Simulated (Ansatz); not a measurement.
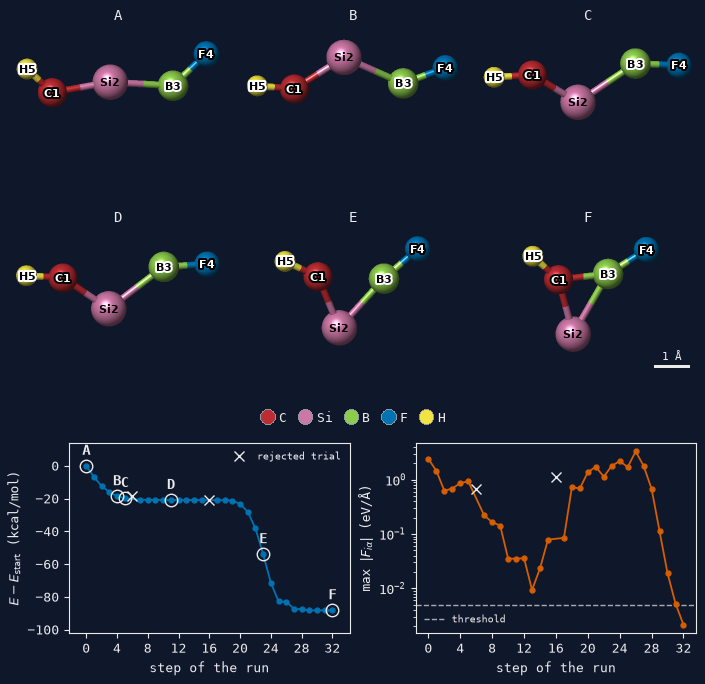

Frames of a relaxation of CHBFSi (multiplicity 2), marked on the history of the run. A ball-and-stick model, seen at a tilt.

Method: Ansatz, UKS PBE0-D4/def2-TZVP. Set-up: force threshold 0.005 eV/Å; at most 200 steps.

**Describe the path.**

The energy falls by 88.2 kcal/mol in 30 accepted moves (32 points after the start). Largest force component: 2.4 eV/Å at the start, 0.0021 eV/Å at the end. The line search rejected the trial steps at points 6, 16 of the run. The largest move after the best rigid fit is that of Si2, 1.52 Å. Largest moves by element: Si 1.52 Å, B 1.15 Å, C 1.13 Å, H 1.11 Å, F 0.92 Å. Among the contacts that change: C1–B3 3.552 → 1.460 Å, Si2–B3 1.868 → 2.029 Å, C1–Si2 1.711 → 1.751 Å, B3–F4 1.323 → 1.303 Å. New bonds form: C1–B3 (3.55 → 1.46 Å). Bond angles that change, for instance: C1–Si2–B3 165.9° → 44.7°, Si2–C1–H5 127.5° → 150.2°, Si2–B3–F4 129.6° → 150.3°. From step 0 to 4: Si2 moves most (0.77 Å), energy −18.6 kcal/mol. From step 4 to 5: Si2 moves most (0.20 Å), energy −1.13 kcal/mol. From step 5 to 11: H5 moves most (0.13 Å), energy −1.16 kcal/mol. From step 11 to 23: F4 moves most (0.90 Å), energy −33.1 kcal/mol. From step 23 to 32: H5 moves most (0.38 Å), energy −34.2 kcal/mol.
